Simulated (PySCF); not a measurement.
Input file:

```
{"job": {"kind": "sp", "xc": "CAM-B3LYP", "basis": "ma-def2-TZVP", "d3": "d3bj", "grid": 2}, "charge": 1, "multiplicity": 1}
P      0.003493     0.001126    -0.006841
H     -0.754108    -0.880388    -0.802954
H      0.341095    -0.632896     1.205166
H     -0.753706     1.158076     0.263342
H      1.180491     0.359852    -0.693076
```

Command:

```sh
OMP_NUM_THREADS=1 python redox_run.py task.json out
```

Geometry: PBE0-D3(BJ)/def2-SVP.

Level of theory: PySCF, DFT single point, gas phase, functional CAM-B3LYP.

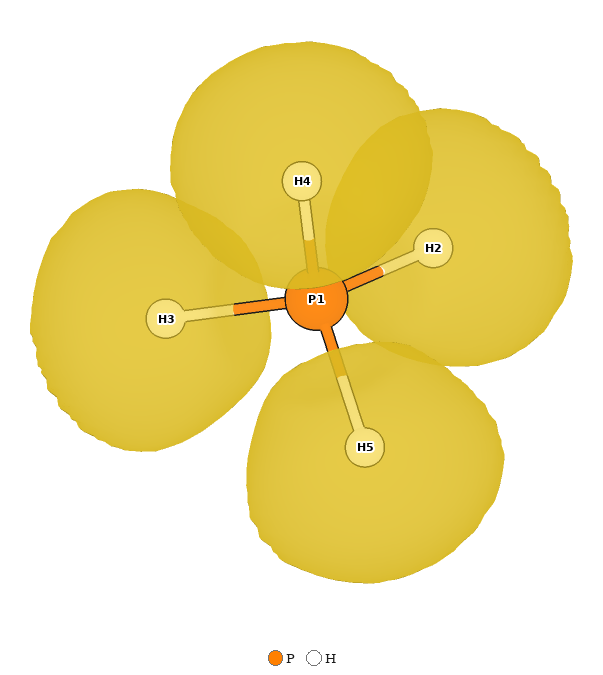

H$_{4}$P (charge +1). Isosurface of the electron localisation function at 0.8 (yellow), seen at a tilt. Only the valence region is drawn (cores and ρ < 0.01 e/Å³ removed).

### What do the ELF domains correspond to?

The surface consists of four regions around hydrogen nuclei.

Values along the shortest contacts:
P–H (1.41 Å): the ELF climbs to about 1 towards the hydrogen, as it does in any bond to H: an ordinary covalent bond to hydrogen.
